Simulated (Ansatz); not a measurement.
## Geometry relaxation, with input and output: GeH$_{3}$F$_{3}$

- system: GeH$_{3}$F$_{3}$
- method: RHF/def2-SVP (Ansatz 0.2.0)

The input holds or restrains some coordinates. It belongs to a series of runs on one base structure; here: pulled along the bonds that form and break, towards end A. Figures and captions count atoms from 1; the log counts them from 0 in places.

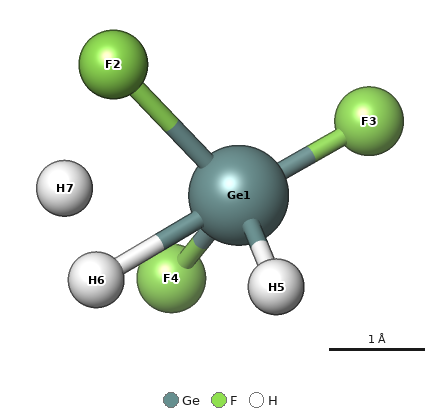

The input geometry (ball-and-stick view, seen at a tilt; atoms are numbered from 1 in the order of the input). Sticks mark near contacts.

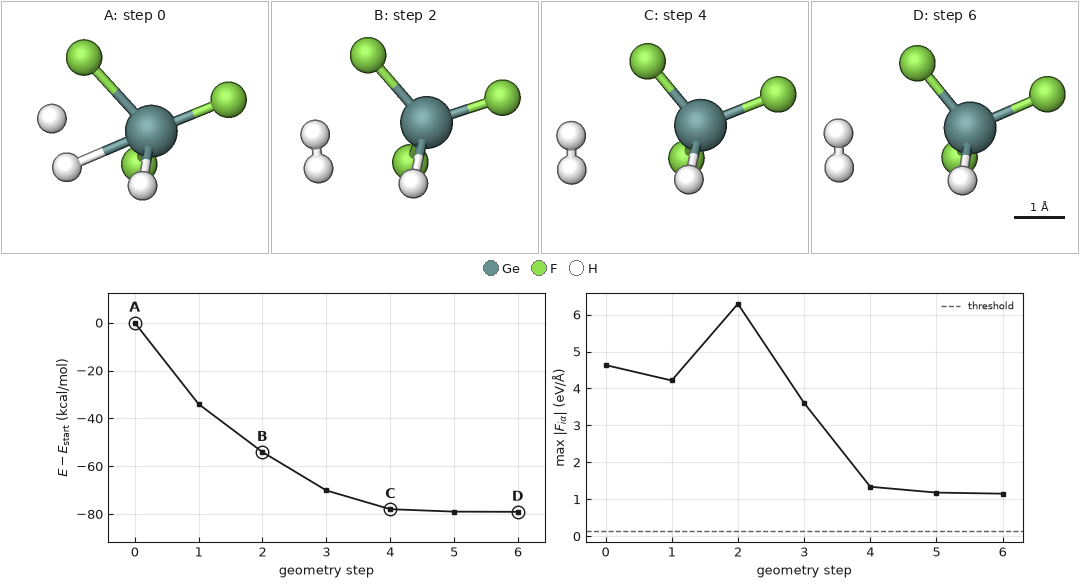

Frames of the restrained relaxation (ball-and-stick view, seen at a tilt) above the curves, on which the letters mark them (the first geometry is step 0 here and step 1 in the log).

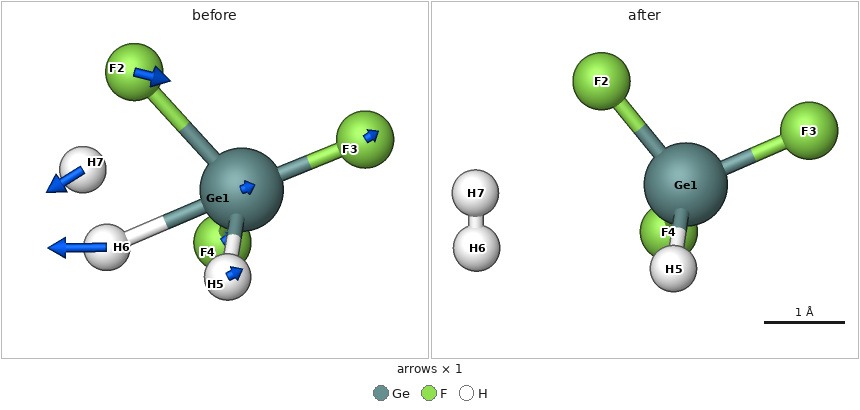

Before (left) and after (right) the restrained relaxation, at one scale (ball-and-stick view, seen at a tilt). The blue arrows give the displacements, at true length. H6 moves most after the best rigid fit: 0.76 Å. By element the largest moves are H 0.76 Å, F 0.49 Å, Ge 0.20 Å. Among the contacts that change: Ge1–H6 1.850 → 2.757 Å, Ge1–F2 2.030 → 1.690 Å, H6–H7 1.043 → 0.711 Å, Ge1–H5 1.549 → 1.500 Å. New bonds form: H6–H7 (1.04 → 0.71 Å). Among the angles that change: F2–Ge1–F3 109.4° → 105.4°, F2–Ge1–H5 109.5° → 113.3°, F3–Ge1–F4 109.5° → 105.7°. Over 6 geometry steps the energy falls by 79.1 kcal/mol. The largest force component goes from 4.6 to 1.2 eV/Å. (Atoms are counted from 1 in the order of the input.)

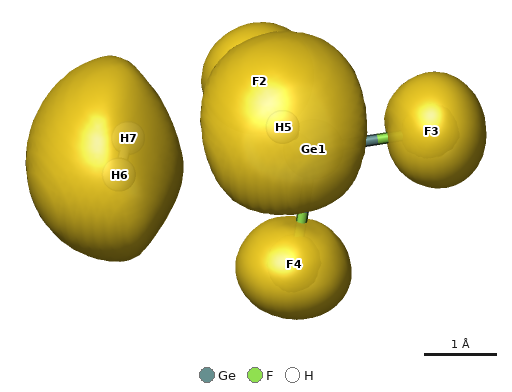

Isosurface of the electron localisation function at 0.75 (yellow), seen at a tilt. Only the valence region is drawn (cores and ρ < 0.01 e/Å³ removed). Ge–F (1.69 Å): the ELF peaks at about 0.85 in the valence shell of F, 0.5 Å from its nucleus, and is about 0.25 at the midpoint.

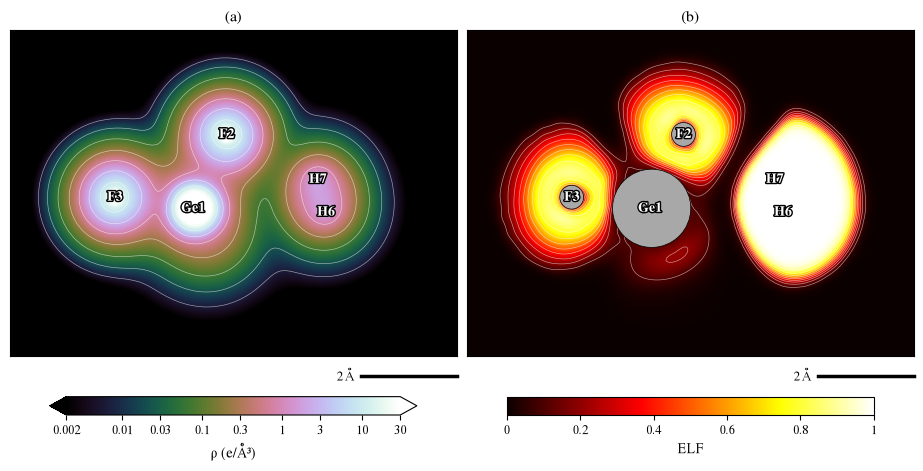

(a) total electron density; (b) electron localisation function on the plane of atoms F2, Ge1 and F3. Grey discs, where drawn, cover atomic cores. Ge–F (1.69 Å): ρ is about 1 e/Å³ halfway; the ELF peaks at about 0.85 in the valence shell of F, 0.5 Å from its nucleus, and is about 0.25 at the midpoint. H–H (0.71 Å): ρ at the midpoint is about 1.9 e/Å³; the ELF is about 1 at the midpoint; a covalent bond by its length.

The input that produced these results follows, with the program's output.

Input:
```yaml
crystal:
  periodic: [false, false, false]
  atoms:
    - { symbol: Ge, position_ang: [0.0, 0.0, 0.0] }
    - { symbol: F, position_ang: [0.0, 0.0, 2.03] }
    - { symbol: F, position_ang: [1.5842, 0.0, -0.5594] }
    - { symbol: F, position_ang: [-0.7913, 1.3709, -0.5594] }
    - { symbol: H, position_ang: [-0.73, -1.2648, -0.5162] }
    - { symbol: H, position_ang: [-1.7556, 0.0056, 0.5833] }
    - { symbol: H, position_ang: [-1.3158, 0.0042, 1.5287] }
basis:
  gaussian: { orbitals: def2-SVP }
hamiltonian:
  xc: hf
relax:
  f_tol: 0.15
  max_steps: 25
  restrain:
    - { distance: [0, 5], at: 2.75, k: 30.0 }
    - { distance: [6, 1], at: 2.12, k: 30.0 }
    - { distance: [0, 1], at: 1.68, k: 30.0 }
    - { distance: [6, 5], at: 0.66, k: 30.0 }
output:
  orbitals: {}
```

Command:
```bash
ansatz run input.yaml --threads 1 --pin off --max-ram 2048MiB --backend cpu --events-out ev --progress --plain --runs-dir out
```

What the program printed:
```
The last accepted step is kept in [file] (removed where the run ends without a failure and the disk answers)
Engine: ansatz 0.2.0, aarch64-unknown-linux-gnu
Functional definition: HF
  exchange = exact_x
  correlation = 0
921 factors; integrals over basis functions are off by at most 3.7e-4 eV
mean field evaluation 1: about -64619.9719 eV, gradient 4.2e1 eV
mean field evaluation 2: about -64620.0170 eV, gradient 4.3e1 eV
mean field evaluation 4: about -64623.3479 eV, gradient 2.3e0 eV
mean field evaluation 8: about -64623.3764 eV, gradient 1.1e-1 eV
mean field -64623.37645525 eV, -2374.8652814325 hartree, gradient 2.4e-5 eV, S^2 0.000000; 0 other end points of the search recorded, 0 dependent functions left out
the calculation of the forces begins
reference -64623.37645525 eV, -2374.8652814325 hartree; 31, 31 occupied and 58, 58 virtual orbitals, 921 factors
relax step   1: F+E_penalty+E_count = -64623.37645525 eV  Δ(F+E_penalty+E_count) = +0.000e0 eV  max|allowed force component| = 4.634e0 eV/Å  E_restraint = 23.78777560 eV  max|allowed force component, restraints' pulls added| = 2.721e1 eV/Å  Δτ_max = 0.0000 Å  (36 SCF iters, accepted)
  distance Ge 0 - H 5 = 1.8500 Å
  distance H 6 - F 1 = 1.4081 Å
  distance Ge 0 - F 1 = 2.0300 Å
  distance H 6 - H 5 = 1.0427 Å
these checks for a lower state are left out or cut short: starts, cluster_reference, orbital_swaps, neighbouring_geometries, increment
921 factors; integrals over basis functions are off by at most 4.8e-4 eV
mean field evaluation 16: about -64624.8511 eV, gradient 2.3e-3 eV
mean field -64624.85109553 eV, -2374.9194734634 hartree, gradient 4.5e-5 eV, S^2 0.000000; 0 other end points of the search recorded, 0 dependent functions left out
the calculation of the forces begins
reference -64624.85109553 eV, -2374.9194734634 hartree; 31, 31 occupied and 58, 58 virtual orbitals, 921 factors
relax step   2: F+E_penalty+E_count = -64624.85109553 eV  Δ(F+E_penalty+E_count) = -1.475e0 eV  max|allowed force component| = 4.217e0 eV/Å  E_restraint = 11.04181451 eV  max|allowed force component, restraints' pulls added| = 1.917e1 eV/Å  Δτ_max = 0.1949 Å  (34 SCF iters, accepted)
  distance Ge 0 - H 5 = 2.1105 Å
  distance H 6 - F 1 = 1.6483 Å
  distance Ge 0 - F 1 = 1.9474 Å
  distance H 6 - H 5 = 0.8421 Å
these checks for a lower state are left out or cut short: starts, cluster_reference, orbital_swaps, neighbouring_geometries, increment
921 factors; integrals over basis functions are off by at most 5.0e-4 eV
mean field -64625.72068199 eV, -2374.9514301764 hartree, gradient 4.8e-5 eV, S^2 0.000000; 0 other end points of the search recorded, 0 dependent functions left out
the calculation of the forces begins
reference -64625.72068199 eV, -2374.9514301764 hartree; 31, 31 occupied and 58, 58 virtual orbitals, 921 factors
relax step   3: F+E_penalty+E_count = -64625.72068199 eV  Δ(F+E_penalty+E_count) = -8.696e-1 eV  max|allowed force component| = 6.291e0 eV/Å  E_restraint = 2.95054253 eV  max|allowed force component, restraints' pulls added| = 1.163e1 eV/Å  Δτ_max = 0.1945 Å  (32 SCF iters, accepted)
  distance Ge 0 - H 5 = 2.3686 Å
  distance H 6 - F 1 = 1.9407 Å
  distance Ge 0 - F 1 = 1.8117 Å
  distance H 6 - H 5 = 0.7014 Å
these checks for a lower state are left out or cut short: starts, cluster_reference, orbital_swaps, neighbouring_geometries, increment
921 factors; integrals over basis functions are off by at most 7.3e-4 eV
mean field evaluation 32: about -64626.4168 eV, gradient 4.3e-6 eV
mean field -64626.41676989 eV, -2374.9770109350 hartree, gradient 4.6e-5 eV, S^2 0.000000; 0 other end points of the search recorded, 0 dependent functions left out
the calculation of the forces begins
reference -64626.41676989 eV, -2374.9770109350 hartree; 31, 31 occupied and 58, 58 virtual orbitals, 921 factors
relax step   4: F+E_penalty+E_count = -64626.41676989 eV  Δ(F+E_penalty+E_count) = -6.961e-1 eV  max|allowed force component| = 3.608e0 eV/Å  E_restraint = 0.41914610 eV  max|allowed force component, restraints' pulls added| = 4.919e0 eV/Å  Δτ_max = 0.1949 Å  (32 SCF iters, accepted)
  distance Ge 0 - H 5 = 2.5954 Å
  distance H 6 - F 1 = 2.0899 Å
  distance Ge 0 - F 1 = 1.7167 Å
  distance H 6 - H 5 = 0.7024 Å
these checks for a lower state are left out or cut short: starts, cluster_reference, orbital_swaps, neighbouring_geometries, increment
921 factors; integrals over basis functions are off by at most 8.1e-4 eV
mean field -64626.75620156 eV, -2374.9894848187 hartree, gradient 5.1e-5 eV, S^2 0.000000; 0 other end points of the search recorded, 0 dependent functions left out
the calculation of the forces begins
reference -64626.75620156 eV, -2374.9894848187 hartree; 31, 31 occupied and 58, 58 virtual orbitals, 921 factors
relax step   5: F+E_penalty+E_count = -64626.75620156 eV  Δ(F+E_penalty+E_count) = -3.394e-1 eV  max|allowed force component| = 1.340e0 eV/Å  E_restraint = 0.06566538 eV  max|allowed force component, restraints' pulls added| = 1.395e0 eV/Å  Δτ_max = 0.1986 Å  (31 SCF iters, accepted)
  distance Ge 0 - H 5 = 2.7519 Å
  distance H 6 - F 1 = 2.1575 Å
  distance Ge 0 - F 1 = 1.6798 Å
  distance H 6 - H 5 = 0.7145 Å
these checks for a lower state are left out or cut short: starts, cluster_reference, orbital_swaps, neighbouring_geometries, increment
921 factors; integrals over basis functions are off by at most 7.8e-4 eV
mean field -64626.80089327 eV, -2374.9911272086 hartree, gradient 5.1e-5 eV, S^2 0.000000; 0 other end points of the search recorded, 0 dependent functions left out
the calculation of the forces begins
reference -64626.80089327 eV, -2374.9911272086 hartree; 31, 31 occupied and 58, 58 virtual orbitals, 921 factors
relax step   6: F+E_penalty+E_count = -64626.80089327 eV  Δ(F+E_penalty+E_count) = -4.469e-2 eV  max|allowed force component| = 1.182e0 eV/Å  E_restraint = 0.04163821 eV  max|allowed force component, restraints' pulls added| = 3.064e-1 eV/Å  Δτ_max = 0.0949 Å  (30 SCF iters, accepted)
  distance Ge 0 - H 5 = 2.7548 Å
  distance H 6 - F 1 = 2.1320 Å
  distance Ge 0 - F 1 = 1.6916 Å
  distance H 6 - H 5 = 0.7097 Å
these checks for a lower state are left out or cut short: starts, cluster_reference, orbital_swaps, neighbouring_geometries, increment
921 factors; integrals over basis functions are off by at most 7.9e-4 eV
mean field -64626.80443141 eV, -2374.9912572330 hartree, gradient 5.2e-5 eV, S^2 0.000000; 0 other end points of the search recorded, 0 dependent functions left out
the calculation of the forces begins
reference -64626.80443141 eV, -2374.9912572330 hartree; 31, 31 occupied and 58, 58 virtual orbitals, 921 factors
relax step   7: F+E_penalty+E_count = -64626.80443141 eV  Δ(F+E_penalty+E_count) = -3.538e-3 eV  max|allowed force component| = 1.153e0 eV/Å  E_restraint = 0.04245754 eV  max|allowed force component, restraints' pulls added| = 2.806e-2 eV/Å  Δτ_max = 0.0290 Å  (33 SCF iters, accepted)
  distance Ge 0 - H 5 = 2.7571 Å
  distance H 6 - F 1 = 2.1317 Å
  distance Ge 0 - F 1 = 1.6896 Å
  distance H 6 - H 5 = 0.7105 Å
921 factors; integrals over basis functions are off by at most 7.9e-4 eV
mean field evaluation 64: about -64625.7547 eV, gradient 2.7e1 eV
mean field -64626.80443141 eV, -2374.9912572330 hartree, gradient 5.2e-5 eV, S^2 0.000000; 1 other end points of the search recorded, 0 dependent functions left out
the calculation of the forces begins
reference -64626.80443141 eV, -2374.9912572330 hartree; 31, 31 occupied and 58, 58 virtual orbitals, 921 factors
Total energy: -64626.80443141 eV, -2374.9912572330 hartree
Atom 0 at     0.189918    -0.047918    -0.049609 Å, force     0.157367    -0.023730    -0.371263 eV/Å
Atom 1 at     0.241872     0.029656     1.637372 Å, force     0.368887     0.033715     0.298956 eV/Å
Atom 2 at     1.806744     0.026338    -0.554813 Å, force     0.012459     0.003391    -0.000623 eV/Å
Atom 3 at    -0.527658     1.383986    -0.600214 Å, force     0.010720     0.017014     0.005127 eV/Å
Atom 4 at    -0.491170    -1.279747    -0.566948 Å, force    -0.006376    -0.021470    -0.005334 eV/Å
Atom 5 at    -2.339246     0.015631     1.046138 Å, force    -1.145178     0.059116    -1.080301 eV/Å
Atom 6 at    -1.888961    -0.012047     1.595074 Å, force     0.602121    -0.068036     1.153438 eV/Å
Dipole moment:    -0.308006    -0.466231    -0.142969 e Å
```

Trajectory as extended XYZ (Å, eV, eV/Å), 7 frames, from step=1 to step=7:
```
7
Properties=species:S:1:pos:R:3:forces:R:3 step=1 energy=-64623.37645
Ge    0.0000    0.0000    0.0000   -1.8249  -2.1814   2.3676
F     0.0000    0.0000    2.0300    1.5167   0.1012  -3.0317
F     1.5842    0.0000   -0.5594    0.5694   0.4648   0.4197
F    -0.7913    1.3709   -0.5594    0.8747   1.4071  -0.7443
H    -0.7300   -1.2648   -0.5162    1.3064   0.2531  -0.0418
H    -1.7556    0.0056    0.5833   -0.0291  -0.0892   4.6339
H    -1.3158    0.0042    1.5287   -2.4133   0.0443  -3.6034
7
Properties=species:S:1:pos:R:3:forces:R:3 step=2 energy=-64624.85110
Ge    0.0961   -0.0047    0.0283   -4.2166  -1.4006   2.9896
F     0.1068    0.0006    1.9756    1.6024   0.1656  -3.8869
F     1.6177    0.0044   -0.5652    2.3625   0.4309  -0.3917
F    -0.7699    1.3633   -0.5569    1.2615  -0.0653   0.1741
H    -0.7128   -1.2585   -0.5139    1.3794   0.8670   0.4726
H    -1.8996    0.0058    0.7146    0.5050   0.0115   2.8712
H    -1.4467    0.0049    1.4245   -2.8942  -0.0091  -2.2288
7
Properties=species:S:1:pos:R:3:forces:R:3 step=3 energy=-64625.72068
Ge    0.1994   -0.0163    0.0656   -6.2910  -0.7964   1.9504
F     0.2399    0.0034    1.8768    0.8979   0.1987  -2.9616
F     1.6718    0.0106   -0.5800    3.5264   0.4177  -1.0299
F    -0.7448    1.3425   -0.5406    1.7120  -0.8390   0.7218
H    -0.6906   -1.2376   -0.4991    1.5635   1.0262   0.7550
H    -2.0493    0.0092    0.8092   -1.5014   0.0548  -1.1063
H    -1.6348    0.0042    1.3750    0.0926  -0.0620   1.6707
7
Properties=species:S:1:pos:R:3:forces:R:3 step=4 energy=-64626.41677
Ge    0.2290   -0.0518    0.0545   -3.6082   0.4319  -0.1010
F     0.3135    0.0092    1.7681    0.5811   0.1051  -0.7460
F     1.7398    0.0209   -0.5959    1.7295   0.2291  -0.4323
F    -0.6908    1.3237   -0.5164    1.3758  -0.7314   0.5637
H    -0.6288   -1.2025   -0.4696    0.8021  -0.0054   0.2782
H    -2.2303    0.0151    0.8813   -1.4129   0.0518  -1.1051
H    -1.7409    0.0013    1.3850    0.5327  -0.0811   1.5427
7
Properties=species:S:1:pos:R:3:forces:R:3 step=5 energy=-64626.75620
Ge    0.2312   -0.0617   -0.0153   -1.3404   0.7089  -0.9606
F     0.2820    0.0154    1.6620    0.5178   0.0696   0.6183
F     1.8086    0.0383   -0.5848    0.4453   0.0253  -0.0685
F    -0.5881    1.3537   -0.5632    0.6753  -0.5841   0.2932
H    -0.5416   -1.2462   -0.5125    0.2536  -0.2068  -0.0313
H    -2.3293    0.0396    0.9880   -0.9798   0.1136  -0.8837
H    -1.8713   -0.0233    1.5328    0.4282  -0.1265   1.0327
7
Properties=species:S:1:pos:R:3:forces:R:3 step=6 energy=-64626.80089
Ge    0.1786   -0.0528   -0.0529    0.4233   0.0728  -0.2860
F     0.2510    0.0245    1.6354    0.2735   0.0125   0.2365
F     1.8040    0.0360   -0.5411   -0.1133  -0.0247  -0.0341
F    -0.5351    1.3825   -0.6021   -0.0099  -0.0490   0.0138
H    -0.4844   -1.2933   -0.5718   -0.0404  -0.0031  -0.0088
H    -2.3427    0.0436    1.0529   -1.1818   0.1385  -1.0901
H    -1.8799   -0.0247    1.5866    0.6488  -0.1471   1.1686
7
Properties=species:S:1:pos:R:3:forces:R:3 step=7 energy=-64626.80443
Ge    0.1899   -0.0479   -0.0496    0.1574  -0.0237  -0.3713
F     0.2419    0.0297    1.6374    0.3689   0.0337   0.2990
F     1.8067    0.0263   -0.5548    0.0125   0.0034  -0.0006
F    -0.5277    1.3840   -0.6002    0.0107   0.0170   0.0051
H    -0.4912   -1.2797   -0.5669   -0.0064  -0.0215  -0.0053
H    -2.3392    0.0156    1.0461   -1.1452   0.0591  -1.0803
H    -1.8890   -0.0120    1.5951    0.6021  -0.0680   1.1534
```

Results in brief:

```json
{"quantity": "outcome", "value": "converged under the restraints of the input"}
{"quantity": "total energy", "value": "−64626.8044 eV"}
{"quantity": "mean-field energy", "value": "−64626.8044 eV"}
{"quantity": "largest force (length of the vector) at the end, held atoms and coordinates included", "value": "1.575 eV/Å"}
{"quantity": "hardware", "value": "1 thread of Arm Neoverse V2, 24 GiB of memory available, shared host"}
{"quantity": "wall time", "value": "13 s"}
{"quantity": "peak memory", "value": "0.17 GiB"}
```
